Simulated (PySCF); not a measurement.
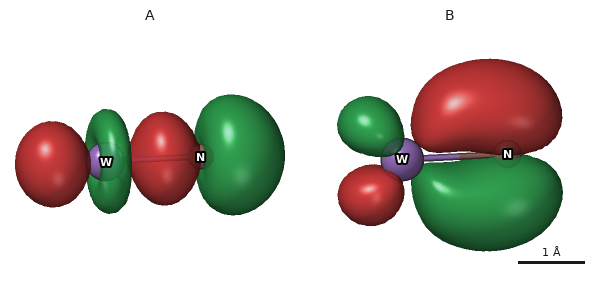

*WN (charge −1, triplet). Two frontier β-spin orbitals, each drawn at the value that holds 80 % of its norm (green and red are the two phases), in no order; of a degenerate pair one member is drawn.*

⟨S²⟩ = 2.10, above the pure value of 2.00; core potentials replace the inner electrons of W.

Theory: PBE0/def2-TZVPPD, non-relativistic Hamiltonian with scalar-relativistic core potentials where named, at a bond length of 1.667 Å (PySCF 2.14.0).

Q: Name the orbitals and rank them from lowest to highest energy.

A: Orbital B: π, occupied in this spin, −2.68 eV; bonding, with no node between the atoms.
Orbital A: σ, occupied in this spin, −2.65 eV; shared between the atoms (W 35 %, N 65 %).
